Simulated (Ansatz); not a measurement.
**SnH2 (SMILES [H][Sn][H]) at 6 levels**

We compute a comparison of 6 runs (B2PLYP/STO-3G, B3LYP/STO-3G, PBE0/STO-3G, CCSDT/STO-3G, CCSD/STO-3G, CCSD(T)/STO-3G) of SnH2. 

The results are computed with Ansatz 0.2.0.

32 further runs of the same task are left out: 2 that didn't finish, 30 set aside as unsound or not needed.

## (1) The structure to begin with

SnH2 has 3 atoms, charge 0, and is taken as a singlet. As SMILES, `[H][Sn][H]`. The H2–Sn1 distance was set to 4.500 Å, away from the relaxed value. At this shape a bond of the SMILES string is far longer than usual.

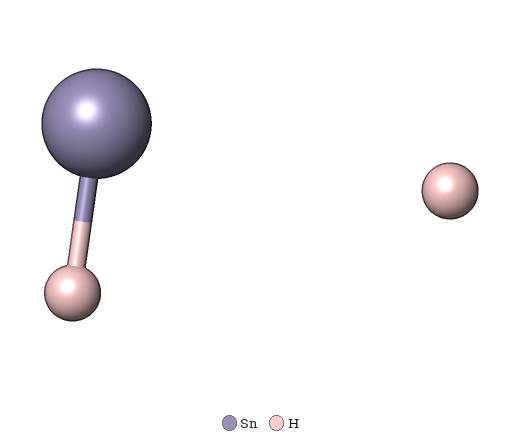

The structure, seen from a chosen angle (tin purple, hydrogen pink).

## (2) A single-point energy at B2PLYP/STO-3G (run 1)

job.yaml

```yaml
basis:
  gaussian: {orbitals: STO-3G}
crystal:
  periodic: [false, false, false]
  atoms:
    - {symbol: Sn, position_ang: [-1.841808, 0.004505, -2.839377]}
    - {symbol: H, position_ang: [1.236480, -0.017770, 0.442810]}
    - {symbol: H, position_ang: [-3.088608, 0.039995, -1.542047]}
hamiltonian: {xc: {name: B2PLYP}}
accuracy: high
correlation: {frozen_orbitals: {H: 0, Sn: 18}}
```

Run with:

```console
$ ansatz run job.yaml --threads 1 --pin off --max-ram 2610MiB --events-out events.jsonl --progress --plain --runs-dir runs
```

The log of the run:

```text
Warning: RAYON_NUM_THREADS=1 ignored (pool sized by the plan → 1); use --threads N
Functional definition: B2PLYP
  name "B2PLYP"
  parameter a = 0.53
  parameter c = 0.27
  exchange = (1 - a)*b88_x + a*exact_x
  correlation = (1 - c)*lyp_c + c*(mp2_os + mp2_ss)
485 factors; integrals over basis functions are off by at most 5.0e-9 eV
mean field evaluation 1: about -162328.6976 eV, gradient 8.0e0 eV
mean field evaluation 2: about -162328.6934 eV, gradient 7.9e0 eV
mean field evaluation 4: about -162321.6928 eV, gradient 5.6e0 eV
mean field evaluation 8: about -162334.0235 eV, gradient 2.3e-1 eV
mean field evaluation 16: about -162330.7812 eV, gradient 1.9e1 eV
mean field evaluation 32: about -162300.8112 eV, gradient 2.3e1 eV
mean field -162334.02358743 eV, -5965.6653328847 hartree, gradient 8.4e-9 eV, S^2 0.000000; 2 other end points of the search recorded, 0 dependent functions left out; unrestricted orbitals would lower it
18 core orbitals not correlated: weight in the atoms' cores, before any rotation towards them, 1.000 or more for the frozen orbitals, at most 0.000 for the correlated occupied ones
reference -162334.02360638 eV, -5965.6653335813 hartree; 8, 8 occupied and 3, 3 virtual orbitals, 485 factors
second order -9.67369846 eV of doubles, -0.00000000 eV of singles
Total energy: -162336.63550497 eV, -5965.7613190839 hartree
```

Run time: 2.1 s. Hardware: 1 thread of Arm Neoverse V1, shared host; peak memory 0.1 GiB.

## (3) The energy at B3LYP/STO-3G (run 2)

job.yaml

```yaml
crystal:
  periodic: [false, false, false]
  atoms:
    - {symbol: Sn, position_ang: [-1.841808, 0.004505, -2.839377]}
    - {symbol: H, position_ang: [1.236480, -0.017770, 0.442810]}
    - {symbol: H, position_ang: [-3.088608, 0.039995, -1.542047]}
basis:
  gaussian: {orbitals: STO-3G}
accuracy: high
hamiltonian: {xc: {name: B3LYP}}
```

Run with:

```console
$ ansatz run job.yaml --threads 1 --pin off --max-ram 2610MiB --events-out events.jsonl --progress --plain --runs-dir runs
```

The log of the run:

```text
Warning: RAYON_NUM_THREADS=1 ignored (pool sized by the plan → 1); use --threads N
Functional definition: B3LYP
  name "B3LYP"
  parameter a0 = 0.2
  parameter ax = 0.72
  parameter ac = 0.81
  exchange = (1 - a0 - ax)*slater_x + ax*b88_x + a0*exact_x
  correlation = (1 - ac)*vwn_rpa_c + ac*lyp_c
485 factors; integrals over basis functions are off by at most 5.0e-9 eV
mean field evaluation 1: about -162341.7373 eV, gradient 9.4e0 eV
mean field evaluation 2: about -162333.9346 eV, gradient 1.5e1 eV
mean field evaluation 4: about -162341.9037 eV, gradient 7.1e0 eV
mean field evaluation 8: about -162341.9871 eV, gradient 6.2e0 eV
mean field evaluation 16: about -162348.4872 eV, gradient 4.4e-9 eV
mean field -162348.48716955 eV, -5966.1968597240 hartree, gradient 2.0e-8 eV, S^2 0.000000; 1 other end points of the search recorded, 0 dependent functions left out
reference -162348.48719890 eV, -5966.1968608026 hartree; 26, 26 occupied and 3, 3 virtual orbitals, 485 factors
Total energy: -162348.48719890 eV, -5966.1968608026 hartree
```

Wall time 1.6 s (1 thread of Arm Neoverse V1, shared host); peak memory 0.096 GiB.

Runs 3 to 5 aren't shown in full; the table further down has their settings and results.

## (4) The energy at CCSD(T)/STO-3G (run 6)

job.yaml, as its differences from that of step 3:

```diff
@@ -7,4 +7,9 @@
 basis:
-  gaussian: {orbitals: STO-3G}
+  gaussian:
+    orbitals: STO-3G
+correlation:
+  method: ccsd_t
+  frozen_orbitals: {H: 0, Sn: 18}
 accuracy: high
-hamiltonian: {xc: {name: B3LYP}}
+scf:
+  omitted_lower_state_checks: [cluster_reference, increment]
```

Run with:

```console
$ ansatz run job.yaml --threads 1 --pin off --max-ram 2610MiB --events-out events.jsonl --progress --plain --runs-dir runs
```

The log of the run (excerpt; [...] marks lines left out):

```text
Warning: RAYON_NUM_THREADS=1 ignored (pool sized by the plan → 1); use --threads N
Functional definition: HF
  name "HF"
[...]
485 factors; integrals over basis functions are off by at most 5.0e-9 eV
[...]
mean field -162290.02808743 eV, -5964.0485280812 hartree, gradient 5.7e-8 eV, S^2 0.000000; 8 other end points of the search recorded, 0 dependent functions left out; unrestricted orbitals would lower it
18 core orbitals not correlated: weight in the atoms' cores, before any rotation towards them, 1.000 or more for the frozen orbitals, at most 0.000 for the correlated occupied ones
reference -162290.02808743 eV, -5964.0485280812 hartree; 8, 8 occupied and 3, 3 virtual orbitals, 485 factors
second order -5.08891027 eV of doubles, -0.00000000 eV of singles
cycle   1  -2.37273939 eV  change    -1.1e0 eV  update   1.6e-1
[...]
cycle  31  -6.38322496 eV  change  -6.1e-10 eV  update  2.0e-10
perturbative correction -0.01732737 eV, -0.0006367689 hartree
WARN: these amplitudes may be one of several solutions (largest doubles amplitude 1.06, level shift 13.23 eV)
Total energy: -162296.42863976 eV, -5964.2837440408 hartree
Checks for a lower state left out: cluster_reference, increment
```

Wall time 1 s (1 thread of Arm Neoverse V1, shared host).

## (5) Overview of the runs

```
run           level  frozen core orbitals   energy (Eh)  wall time
  1   B2PLYP/STO-3G                    18  -5965.761319      2.1 s
  2    B3LYP/STO-3G                     –  -5966.196861      1.6 s
  3     PBE0/STO-3G                     –  -5965.902626      1.8 s
  4    CCSDT/STO-3G                    18  -5964.283220      1.2 s
  5     CCSD/STO-3G                    18  -5964.283107     0.99 s
  6  CCSD(T)/STO-3G                    18  -5964.283744        1 s
```

## (6) Outcome

```
                                           quantity           value
                                run 6: total energy  -5964.28374 Eh
run 6: correlation energy (18 core orbitals frozen)      -235.2 mEh
                              run 6: (T) correction       -0.64 mEh
                               run 6: T1 diagnostic           0.076
```

Totals of different functionals can't be ranked against each other. In runs 5, 6 the T1 diagnostic is large, so a single reference may not serve. In runs 1, 4, 5, 6 the log says that unrestricted orbitals would lower the reference, so the values rest on an unstable closed-shell determinant (other closed-shell runs at this shape may share the fault). In runs 1, 2, 3, 4, 5, 6 the basis is minimal, so the values are rough. In runs 1, 2, 3, 5, 6 a closed-shell determinant meets a far-stretched bond, which it describes badly. In runs 1, 2, 3, 4, 5, 6 relativity is left out where basis or elements ask for it. All runs together took 8.7 s, the longest 2.1 s.
